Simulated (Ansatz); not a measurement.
# A hypothetical structure for LaInSi3

Starting from a made-up structure for LaInSi3, the aim is the relaxed cell, its shortest contacts and, where a second run follows, its electronic structure.

Method: DFT, PBE, plane-wave PAW, files of the set soft_1, scalar-relativistic, no spin, cell and ions relaxed at zero pressure; PAW set soft_1, in the first sound run; inputs show where later runs differ, in Ansatz 0.2.0.

### Step 1. The starting structure

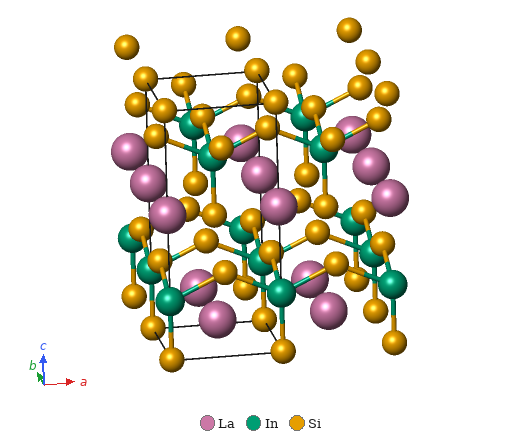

The cell as given, slightly off an axis (lanthanum pink, indium teal, silicon orange). 2×2×1 cells are drawn. This picture shows the conventional cell, with its axes. Bonds to atoms that aren't drawn are left out. Some periodic images of atoms are drawn too.

Structure file:

```cif
data_structure
_symmetry_space_group_name_H-M 'P 1'
_symmetry_Int_Tables_number 1
_cell_length_a 6.1261
_cell_length_b 6.1261
_cell_length_c 6.1261
_cell_angle_alpha 136.592
_cell_angle_beta 136.592
_cell_angle_gamma 63.066
_cell_volume 107.20
loop_
_atom_site_label
_atom_site_type_symbol
_atom_site_fract_x
_atom_site_fract_y
_atom_site_fract_z
_atom_site_occupancy
La1 La 0.58410 0.58410 0.00000 1
In2 In 0.23700 0.23700 0.00000 1
Si3 Si 0.00350 0.00350 0.00000 1
Si4 Si 0.83650 0.33650 0.50000 1
Si5 Si 0.33650 0.83650 0.50000 1
```

### Step 2. Relaxing cell and atoms

The guessed cell has no reason to be at equilibrium. It is relaxed with the atoms, within the space group of the guess.

File input.yaml:

```yaml
crystal:
  lattice:
    - [-2.2655, 2.2655, 5.2215]
    - [2.2655, -2.2655, 5.2215]
    - [2.2655, 2.2655, -5.2215]
  atoms:
    - { symbol: La, position: [0.5841, 0.5841, 0.0] }
    - { symbol: In, position: [0.237, 0.237, 0.0] }
    - { symbol: Si, position: [0.0035, 0.0035, 0.0] }
    - { symbol: Si, position: [0.8365, 0.3365, 0.5] }
    - { symbol: Si, position: [0.3365, 0.8365, 0.5] }
kpoints:
  mp_grid: { grid: [8, 8, 8] }
scf:
  occupations: { method: fermi_dirac, width: 0.05 }
hamiltonian:
  xc: pbe
  pseudopotentials: { kind: paw, azcp: { folder: soft_1 } }
relax:
  f_tol: 0.015
  max_steps: 70
  cell: {}
output:
  forces: true
  stress: true
```

On the command line:

```sh
$ ansatz run input.yaml --threads 4 --pin off --max-ram 8192MiB --backend cpu --events-out ev --progress --plain --runs-dir out
```

Numbers of over 12 decimals in the logs are rounded to 6 here.

Output:

```text
Engine: ansatz 0.2.0, aarch64-unknown-linux-gnu
Pseudopotentials: kind: paw
Pseudopotential: La, paw, valence charge 11, recommended cutoff 420 eV (normal), soft_1/La.paw.azcp
Pseudopotential: In, paw, valence charge 13, recommended cutoff 420 eV (normal), soft_1/In.paw.azcp
Pseudopotential: Si, paw, valence charge 4, recommended cutoff 420 eV (normal), soft_1/Si.paw.azcp
Functional definition: PBE
  parameter kappa = 0.804
  parameter beta = 0.066725
  exchange = pbe_x(kappa = kappa, mu = beta*pi^2/3)
  correlation = pbe_c(beta = beta)
Crystal: 5 atoms, lattice volume = 107.197 Å³
Basis set: ecut = 420 eV, 2105 PW (Γ), exchange–correlation on 90×90×90 points (8 copies of the dense FFT grid, shifted against one another)
Bands: 23, of which v1, the nominal top of the filled ones, is band 18 counted from 1 (17 counted from 0)
Symmetry: 8 space group operations
Space group: I4mm (ITA 107), of the structure as read, at distance tolerance 4.8e-5 Å
k-points: 59 of 512 (time reversal used)
Non-local potential: La, projectors of the file, l = 0: 3, l = 1: 2, l = 2: 2, l = 3: 3
Non-local potential: In, projectors of the file, l = 0: 2, l = 1: 2, l = 2: 2, l = 3: 1
Non-local potential: Si, projectors of the file, l = 0: 2, l = 1: 2, l = 2: 1
PAW form: soft (Blöchl's): semilocal exchange-correlation on the pseudo side does not see the compensation charge
PAW one-centre angular grid: La, 590 points (default); XC on 64 Gauss nodes
PAW one-centre angular grid: In, 590 points (default); XC on 64 Gauss nodes
PAW one-centre angular grid: Si, 110 points (default); XC on 64 Gauss nodes
Initial density: superposition of atomic densities (chi_scale 0.1, normalization cell, long waves kept (reshape's long-wave potential 0.00 eV rms))
Initial wavefunctions: pseudopotential atomic-orbital guess
Functional: x = pbe(κ = 0.804, μ = 0.219515), c = pbe(β = 0.066725)
SCF iter   1: F=—  HF=-13755.330136 eV  |F-HF|=—  |Δ(HF+E_count)|=         —  Δρ=3.61e-2  dr2=3.74e0  ethr=3.10e-3  ⟨swp⟩=6.1  Hψ=7192  notcnv=0
preconditioner: auto → Kerker (q_TF=auto, 2.275 Å⁻¹)  [metal: Δε(μ)=0.016 eV  Ē_g=9.891 eV  σ=0.050 eV  W_gap=0.08  n_scr=14 (ndim 8)  ℏωp=20.9 eV  f_vac=0.000  D(μ)=4.98/eV (n_scr^D=36)]
SCF iter   2: F=—  HF=-13754.656784 eV  |F-HF|=—  |Δ(HF+E_count)|=   6.73e-1  Δρ=1.76e-2  dr2=4.56e-1  ethr=3.10e-3  ⟨swp⟩=4.3  Hψ=3371  notcnv=0
SCF iter   3: F=—  HF=-13754.573876 eV  |F-HF|=—  |Δ(HF+E_count)|=   8.29e-2  Δρ=8.31e-3  dr2=1.01e-1  ethr=1.27e-3  ⟨swp⟩=4.3  Hψ=2686  notcnv=0
SCF iter   4: F=—  HF=-13754.551627 eV  |F-HF|=—  |Δ(HF+E_count)|=   2.22e-2  Δρ=1.46e-3  dr2=3.74e-3  ethr=2.82e-4  ⟨swp⟩=3.7  Hψ=2427  notcnv=0  defer=1
SCF iter   5: F=—  HF=-13754.551162 eV  |F-HF|=—  |Δ(HF+E_count)|=   4.65e-4  Δρ=4.86e-4  dr2=2.89e-4  ethr=1.04e-5  ⟨swp⟩=2.9  Hψ=2563  notcnv=0
SCF iter   6: F=—  HF=-13754.551122 eV  |F-HF|=—  |Δ(HF+E_count)|=   4.03e-5  Δρ=9.85e-5  dr2=1.67e-5  ethr=8.02e-7  ⟨swp⟩=2.2  Hψ=2724  notcnv=0
SCF iter   7: F=—  HF=-13754.551152 eV  |F-HF|=—  |Δ(HF+E_count)|=   3.03e-5  Δρ=2.91e-5  dr2=1.27e-6  ethr=4.65e-8  ⟨swp⟩=2.3  Hψ=2197  notcnv=0
SCF iter   8: F=-13754.551152 eV  HF=-13754.551152 eV  |F-HF|=4.68e-9  |Δ(HF+E_count)|=   1.62e-7  Δρ=3.77e-6  dr2=2.01e-8  ethr=2.78e-10  ⟨swp⟩=3.9  Hψ=6389  notcnv=0
SCF 1 converged in 8 iterations: F = -13754.551152 eV  dr2 = 2.01e-8
  greatest PAW one-centre occupation: 0.979 electrons in one spin orbital (limit 2), on the In atom at site 1 (counted from 0), in its partial waves of l = 2
relax step   1: F+E_penalty+E_count = -13754.55115192 eV  Δ(F+E_penalty+E_count) = +0.000e0 eV  max|allowed force component| = 2.887e0 eV/Å  Δτ_max = 0.0000 Å  P = +5.419 GPa  Ω = 107.197 Å³  (8 SCF iters, dr2 threshold 1.00e-7 eV, accepted)
Crystal: 5 atoms, lattice volume = 109.286 Å³
Basis set: ecut = 420 eV, 2129 PW (Γ), exchange–correlation on 90×90×90 points (8 copies of the dense FFT grid, shifted against one another)
Initial density: handed on by an earlier stage of this run
Initial wavefunctions: those handed on with the density
iter 1 solved again at ethr=5.70e-4 eV; its pass at ethr=3.10e-3 eV (dr2=2.05e-1 eV) is discarded
SCF iter   1: F=—  HF=-13755.572993 eV  |F-HF|=—  |Δ(HF+E_count)|=         —  Δρ=7.22e-3  dr2=2.07e-1  ethr=5.70e-4  ⟨swp⟩=1.0  Hψ=10853  notcnv=0
preconditioner: auto → Kerker (q_TF=auto, 2.267 Å⁻¹)  [metal: Δε(μ)=0.018 eV  Ē_g=10.944 eV  σ=0.050 eV  W_gap=0.09  n_scr=22 (ndim 8)  ℏωp=20.7 eV  f_vac=0.000  D(μ)=3.22/eV (n_scr^D=30)]
SCF iter   2: F=—  HF=-13755.542570 eV  |F-HF|=—  |Δ(HF+E_count)|=   3.04e-2  Δρ=4.30e-3  dr2=7.31e-2  ethr=5.70e-4  ⟨swp⟩=2.7  Hψ=1683  notcnv=0
SCF iter   3: F=—  HF=-13755.527560 eV  |F-HF|=—  |Δ(HF+E_count)|=   1.50e-2  Δρ=8.16e-4  dr2=1.01e-3  ethr=2.03e-4  ⟨swp⟩=3.5  Hψ=2314  notcnv=0
SCF iter   4: F=—  HF=-13755.527614 eV  |F-HF|=—  |Δ(HF+E_count)|=   5.35e-5  Δρ=3.60e-4  dr2=1.65e-4  ethr=2.81e-6  ⟨swp⟩=2.2  Hψ=2681  notcnv=0
SCF iter   5: F=—  HF=-13755.527635 eV  |F-HF|=—  |Δ(HF+E_count)|=   2.13e-5  Δρ=6.81e-5  dr2=1.35e-5  ethr=4.59e-7  ⟨swp⟩=2.6  Hψ=2438  notcnv=0
SCF iter   6: F=—  HF=-13755.527633 eV  |F-HF|=—  |Δ(HF+E_count)|=   1.49e-6  Δρ=2.15e-5  dr2=5.36e-7  ethr=3.75e-8  ⟨swp⟩=2.1  Hψ=2321  notcnv=0
SCF iter   7: F=-13755.527634 eV  HF=-13755.527634 eV  |F-HF|=1.79e-8  |Δ(HF+E_count)|=   1.46e-7  Δρ=6.35e-6  dr2=5.48e-8  ethr=1.39e-9  ⟨swp⟩=4.7  Hψ=4894  notcnv=0
SCF 2 converged in 7 iterations: F = -13755.527634 eV  dr2 = 5.48e-8
relax step   2: F+E_penalty+E_count = -13755.52763352 eV  Δ(F+E_penalty+E_count) = -9.765e-1 eV  max|allowed force component| = 1.639e0 eV/Å  Δτ_max = 0.1973 Å  P = +1.028 GPa  Ω = 109.286 Å³  energy of the carried Pulay correction = -1.359e-4 eV  (7 SCF iters, dr2 threshold 5.00e-7 eV, accepted)
Crystal: 5 atoms, lattice volume = 107.193 Å³
Basis set: ecut = 420 eV, 2081 PW (Γ), exchange–correlation on 90×90×90 points (8 copies of the dense FFT grid, shifted against one another)
iter 1 solved again at ethr=4.53e-4 eV; its pass at ethr=3.10e-3 eV (dr2=1.63e-1 eV) is discarded
SCF iter   1: F=—  HF=-13756.018473 eV  |F-HF|=—  |Δ(HF+E_count)|=         —  Δρ=6.92e-3  dr2=1.66e-1  ethr=4.53e-4  ⟨swp⟩=1.0  Hψ=10937  notcnv=0
preconditioner: auto → Kerker (q_TF=auto, 2.275 Å⁻¹)  [metal: Δε(μ)=0.013 eV  Ē_g=10.883 eV  σ=0.050 eV  W_gap=0.06  n_scr=14 (ndim 8)  ℏωp=20.9 eV  f_vac=0.000  D(μ)=3.25/eV (n_scr^D=30)]
SCF iter   2: F=—  HF=-13755.993257 eV  |F-HF|=—  |Δ(HF+E_count)|=   2.52e-2  Δρ=4.23e-3  dr2=6.22e-2  ethr=4.53e-4  ⟨swp⟩=1.9  Hψ=1479  notcnv=0
SCF iter   3: F=—  HF=-13755.980148 eV  |F-HF|=—  |Δ(HF+E_count)|=   1.31e-2  Δρ=6.29e-4  dr2=3.74e-4  ethr=1.73e-4  ⟨swp⟩=3.4  Hψ=2326  notcnv=0
SCF iter   4: F=—  HF=-13755.980254 eV  |F-HF|=—  |Δ(HF+E_count)|=   1.06e-4  Δρ=2.20e-4  dr2=7.73e-5  ethr=1.04e-6  ⟨swp⟩=2.2  Hψ=2676  notcnv=0
SCF iter   5: F=—  HF=-13755.980250 eV  |F-HF|=—  |Δ(HF+E_count)|=   3.54e-6  Δρ=5.06e-5  dr2=8.50e-6  ethr=2.15e-7  ⟨swp⟩=2.9  Hψ=2521  notcnv=0
SCF iter   6: F=-13755.980249 eV  HF=-13755.980249 eV  |F-HF|=5.36e-8  |Δ(HF+E_count)|=   9.49e-7  Δρ=1.76e-5  dr2=4.20e-7  ethr=1.39e-9  ⟨swp⟩=3.8  Hψ=6380  notcnv=0
SCF 3 converged in 6 iterations: F = -13755.980249 eV  dr2 = 4.20e-7
  greatest PAW one-centre occupation: 0.980 electrons in one spin orbital (limit 2), on the In atom at site 1 (counted from 0), in its partial waves of l = 2
relax step   3: F+E_penalty+E_count = -13755.98024896 eV  Δ(F+E_penalty+E_count) = -4.526e-1 eV  max|allowed force component| = 7.828e-1 eV/Å  Δτ_max = 0.1949 Å  P = +1.324 GPa  Ω = 107.193 Å³  energy of the carried Pulay correction = +2.897e-7 eV  (6 SCF iters, dr2 threshold 5.00e-7 eV, accepted)
[... from here on, the SCF cycles and remarks between the steps are left out ...]
relax step   4: F+E_penalty+E_count = -13756.19985068 eV  Δ(F+E_penalty+E_count) = -2.196e-1 eV  max|allowed force component| = 4.608e-1 eV/Å  Δτ_max = 0.1959 Å  P = +0.519 GPa  Ω = 108.363 Å³  energy of the carried Pulay correction = -7.621e-5 eV  (6 SCF iters, dr2 threshold 5.00e-7 eV, accepted)
relax step   5: F+E_penalty+E_count = -13756.34198059 eV  Δ(F+E_penalty+E_count) = -1.421e-1 eV  max|allowed force component| = 4.995e-1 eV/Å  Δτ_max = 0.1950 Å  P = -0.496 GPa  Ω = 109.624 Å³  energy of the carried Pulay correction = -1.577e-4 eV  (7 SCF iters, dr2 threshold 5.00e-7 eV, accepted)
relax step   6: F+E_penalty+E_count = -13756.37104348 eV  Δ(F+E_penalty+E_count) = -2.906e-2 eV  max|allowed force component| = 3.694e-1 eV/Å  Δτ_max = 0.0315 Å  P = -0.273 GPa  Ω = 109.346 Å³  energy of the carried Pulay correction = -1.398e-4 eV  (6 SCF iters, dr2 threshold 5.00e-7 eV, accepted)
relax step   7: F+E_penalty+E_count = -13756.37110666 eV  Δ(F+E_penalty+E_count) = -6.318e-5 eV  max|allowed force component| = 2.806e-1 eV/Å  Δτ_max = 0.0874 Å  P = -0.366 GPa  Ω = 109.153 Å³  energy of the carried Pulay correction = -1.273e-4 eV  (6 SCF iters, dr2 threshold 5.00e-7 eV, accepted)
relax step   8: F+E_penalty+E_count = -13756.38201518 eV  Δ(F+E_penalty+E_count) = -1.091e-2 eV  max|allowed force component| = 3.181e-2 eV/Å  Δτ_max = 0.0383 Å  P = +0.164 GPa  Ω = 108.463 Å³  energy of the carried Pulay correction = -8.272e-5 eV  (5 SCF iters, dr2 threshold 5.00e-7 eV, accepted)
relax step   9: F+E_penalty+E_count = -13756.38226740 eV  Δ(F+E_penalty+E_count) = -2.522e-4 eV  max|allowed force component| = 9.802e-3 eV/Å  Δτ_max = 0.0083 Å  P = -0.059 GPa  Ω = 108.798 Å³  energy of the carried Pulay correction = -1.044e-4 eV  (5 SCF iters, dr2 threshold 1.73e-7 eV, accepted)
relax step  10: F+E_penalty+E_count = -13756.38230494 eV  Δ(F+E_penalty+E_count) = -3.753e-5 eV  max|allowed force component| = 6.682e-4 eV/Å  Δτ_max = 0.0015 Å  P = +0.001 GPa  Ω = 108.709 Å³  energy of the carried Pulay correction = -9.863e-5 eV  (4 SCF iters, dr2 threshold 2.01e-8 eV, accepted)
Basis set: ecut = 420 eV, 2115 PW (Γ), exchange–correlation on 80×80×80 points (8 copies of the dense FFT grid, shifted against one another)
Initial wavefunctions: pseudopotential atomic-orbital guess (no wavefunctions were taken with the density)
iter 1 solved again at ethr=2.07e-7 eV; its pass at ethr=3.10e-3 eV (dr2=7.44e-5 eV) is discarded
SCF iter   1: F=—  HF=-13756.382147 eV  |F-HF|=—  |Δ(HF+E_count)|=         —  Δρ=3.86e-4  dr2=4.28e-6  ethr=2.07e-7  ⟨swp⟩=3.4  Hψ=11621  notcnv=0
preconditioner: auto → Kerker (q_TF=auto, 2.269 Å⁻¹)  [metal: Δε(μ)=0.016 eV  Ē_g=10.887 eV  σ=0.050 eV  W_gap=0.08  n_scr=14 (ndim 8)  ℏωp=20.8 eV  f_vac=0.000  D(μ)=3.15/eV (n_scr^D=22)]
SCF iter   2: F=—  HF=-13756.382692 eV  |F-HF|=—  |Δ(HF+E_count)|=   5.45e-4  Δρ=1.96e-4  dr2=1.12e-6  ethr=1.19e-8  ⟨swp⟩=1.3  Hψ=1395  notcnv=0
SCF iter   3: F=—  HF=-13756.382874 eV  |F-HF|=—  |Δ(HF+E_count)|=   1.83e-4  Δρ=4.87e-6  dr2=4.57e-9  ethr=3.12e-9  ⟨swp⟩=2.5  Hψ=2359  notcnv=0
SCF iter   4: F=—  HF=-13756.382874 eV  |F-HF|=—  |Δ(HF+E_count)|=   7.34e-8  Δρ=1.00e-6  dr2=3.39e-10  ethr=1.27e-11  ⟨swp⟩=2.0  Hψ=2457  notcnv=0
SCF iter   5: F=-13756.382874 eV  HF=-13756.382874 eV  |F-HF|=9.09e-12  |Δ(HF+E_count)|=   1.94e-9  Δρ=1.70e-7  dr2=3.28e-11  ethr=1.00e-12  ⟨swp⟩=5.2  Hψ=5868  notcnv=0
SCF 11 converged in 5 iterations: F = -13756.382874 eV  dr2 = 3.28e-11
relax step  11: F+E_penalty+E_count = -13756.38287438 eV  Δ(F+E_penalty+E_count) = -5.694e-4 eV  max|allowed force component| = 6.680e-4 eV/Å  Δτ_max = 0.0000 Å  P = +0.008 GPa  Ω = 108.709 Å³  stress off target by 1.08e-2 GPa  SCF on the basis re-selected at this cell (its energy is not comparable with the rows above)  (5 SCF iters)
basis re-selected at this cell: Δ(F+E_penalty+E_count) = -5.694e-4 eV, ΔP = +0.007 GPa vs the last step (what re-selecting the basis moved, of the pressure what is left beyond the Pulay correction that the steps carried, after the strain that the cell walked since its last selection, with what the two solves' SCF thresholds leave and, on support functions, any second-order correction that the steps lacked; it is no measure of the basis error at this ecutwfc). The dense FFT grid was sized anew with the basis: this SCF ran on 40×40×40 points, the steps before it on 45×45×45, so part of this shift can come from that change (see relax.cell in the input reference). [rest of the remark cut]
SCF converged after 5 iterations
Free energy (F): -13756.382874 eV
Harris-Foulkes:  -13756.382874 eV  (|F-HF|=9.09e-12)
Internal energy: -13756.357875 eV  (E = F + TS)
E sigma→0 (E₀):  -13756.370375 eV
Entropy (-TS):   -0.024999 eV (-5.000 meV/atom)
Fermi energy:    10.627446 eV
--- Per-component energies (eV) ---
  E_band       = -19.881589
  E_kinetic    = 524.743456
  E_local      = -1555.867592  (includes V_loc(G=0)·N_el)
  E_nonlocal   = 482.872920
  E_hartree    = 631.168982
  E_xc         = -455.465128
  E_vxc        = -378.181335  (∫ρ·V_xc dr)
  E_paw        = -11160.843105  (= ΣΔE_a)
  E_vpaw       = -355.787217  (= ΣTr[D̂ρ^β])
  E_aug_tail   = 0.000276  (compensation charges beyond the density's cutoff)
  E_ewald      = -2222.967684
  E_smearing   = -0.024999  (= −TS)
  E_closure    = 0.000000  (closes the sum)
  Σ components = -13756.382874   (vs F -13756.382874, Δ=0.00e0)
--- Forces (eV/Å), atoms counted from 1 ---
  atom   1  La     0.00000000     0.00000000    -0.00066818
  atom   2  In     0.00000000    -0.00000000    -0.00053696
  atom   3  Si    -0.00000000     0.00000000    -0.00003449
  atom   4  Si    -0.00000000     0.00000000     0.00061925
  atom   5  Si     0.00000000     0.00000000     0.00061925
  max |Σ_I F_I| component: 1.14e-6 eV/Å
--- Stress (GPa, compression-positive) ---
        0.010841       0.000000       0.000000
        0.000000       0.010841       0.000000
        0.000000      -0.000000       0.001751
  P = ⅓ Tr σ = 0.0078 GPa (0.078 kbar)
--- Relaxed structure (10 steps of the walk, 10 accepted, 1 SCFs on fresh bases) ---
  F+E_penalty+E_count = -13756.38287438 eV   max|allowed force component| = 6.680e-4 eV/Å   (the final SCF, on the basis selected at the relaxed cell)
  cell:  # Å, volume = 108.7088 Å³
    - [-2.426431, 2.426431, 4.616032]
    - [2.426431, -2.426431, 4.616032]
    - [2.426431, 2.426431, -4.616032]
  atoms:
    - { symbol: La, position: [0.605398, 0.605398, 0] }
    - { symbol: In, position: [0.227586, 0.227586, 0] }
    - { symbol: Si, position: [-0.060135, -0.060135, 0] }
    - { symbol: Si, position: [0.862376, 0.362376, 0.5] }
    - { symbol: Si, position: [0.362376, 0.862376, 0.5] }
```

Elapsed: 36 s, on 4 threads of Arm Neoverse V2, shared host; peak memory 0.5 GiB; 2.3 min of CPU time.

Relaxation path:

| step | energy less that of the first step (eV) | largest force component (eV/Å) | pressure (GPa) | volume (Å³) |
| --- | --- | --- | --- | --- |
| 1 | 0.0000 | 2.8867 | 5.42 | 107.20 |
| 2 | -0.9765 | 1.6386 | 1.03 | 109.29 |
| 3 | -1.4291 | 0.7828 | 1.32 | 107.19 |
| 4 | -1.6487 | 0.4608 | 0.52 | 108.36 |
| 5 | -1.7908 | 0.4995 | -0.50 | 109.62 |
| 6 | -1.8199 | 0.3694 | -0.27 | 109.35 |
| 7 | -1.8200 | 0.2806 | -0.37 | 109.15 |
| 8 | -1.8309 | 0.0318 | 0.16 | 108.46 |
| 9 | -1.8311 | 0.0098 | -0.06 | 108.80 |
| 10 | -1.8312 | 0.0007 | 0.00 | 108.71 |
| 11* | -1.8317 | 0.0007 | 0.01 | 108.71 |

Relaxation steps marked * repeat the geometry before them on a plane-wave basis chosen anew for their cell, so energy and pressure can jump there.

The run keeps the 8 symmetry operations that it works with, so distortions that break them were not tested.

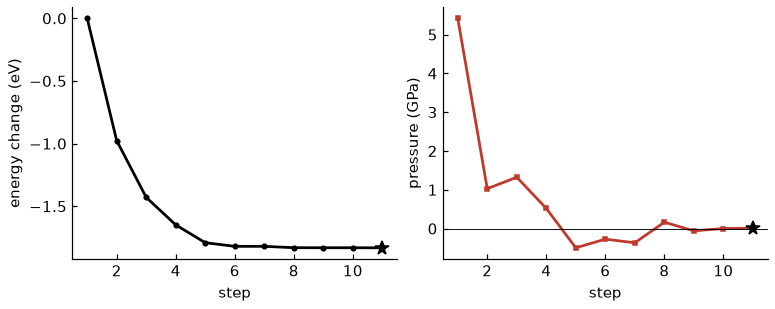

Energy and pressure along the relaxation. Stars mark steps on a basis chosen anew.

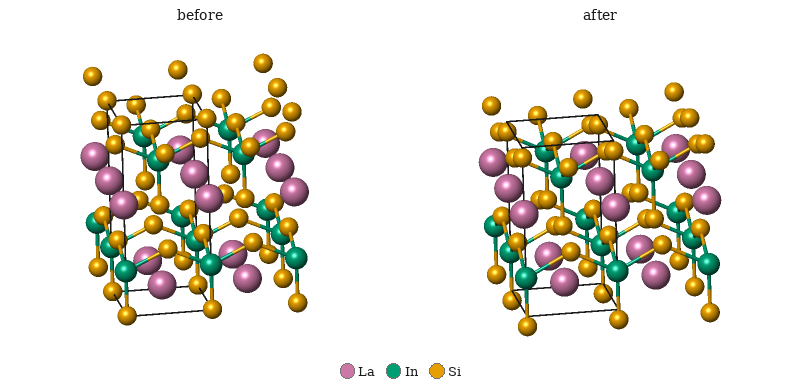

Before and after, at one scale. Bonds to atoms that aren't drawn are left out.

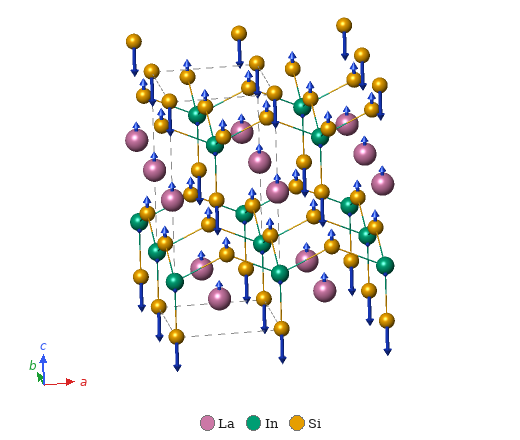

Displacements in the relaxation, exaggerated, measured against the changing cell; the longest in the cell stands for 0.59 Å. Bonds to atoms that aren't drawn are left out. 2×2×1 conventional cells are drawn. Some periodic images of atoms are drawn too.

| conventional cell, symmetrised | before | after | change |
| --- | --- | --- | --- |
| a (Å) | 4.531 | 4.853 | +7.1 % |
| b (Å) | 4.531 | 4.853 | +7.1 % |
| c (Å) | 10.443 | 9.232 | -11.6 % |
| volume (Å³/atom) | 21.44 | 21.74 | +1.4 % |

The atoms that moved most (Å, as changes of fractional coordinates times the final cell):

| atom | dx | dy | dz | length |
| --- | --- | --- | --- | --- |
| Si3 | 0.000 | 0.000 | -0.587 | 0.587 |
| Si4 | 0.000 | 0.000 | 0.239 | 0.239 |
| Si5 | 0.000 | 0.000 | 0.239 | 0.239 |
| La1 | 0.000 | 0.000 | 0.197 | 0.197 |
| In2 | 0.000 | 0.000 | -0.087 | 0.087 |

Final coordinates:

```xyz
5
Lattice="-2.4264 2.4264 4.6160 2.4264 -2.4264 4.6160 2.4264 2.4264 -4.6160" Properties=species:S:1:pos:R:3 pbc="T T T"
La    0.0000    0.0000    5.5891
In    0.0000    0.0000    2.1011
Si    0.0000    0.0000   -0.5552
Si    0.0000    2.4264    3.3455
Si    2.4264    0.0000    3.3455
```

Numbers from this step:

- free energy: -13756.3829 eV
- energy at zero smearing: -13756.3704 eV
- smearing term TS: 0.02500 eV
- Fermi energy: 10.63 eV
- electrons: 36
- symmetry operations: 8
- pressure: 0.007811 GPa

The shortest distance of each pair, which need not be the same contact before and after:

| pair | guess (Å) | relaxed (Å) |
| --- | --- | --- |
| Si–Si | 2.859 | 2.530 |
| In–Si | 2.438 | 2.656 |
| La–Si | 3.313 | 3.088 |
| In–La | 3.580 | 3.488 |
| La–La | 4.531 | 4.853 |

The relaxation ends with a largest force component of 6.7e-4 eV/Å and a pressure of 0.01 GPa.

(Part 1 of 2 ends here.)

[Logs are printed without paths, hosts, clocks, repeated set-up lines and the standing remarks that a program may print on its own settings, such as how far it seeks lower states.]

[Hosts, paths, dates, database ids (printed as entryN), source tags and the programs' standing remarks are cut or masked in the printed files.]
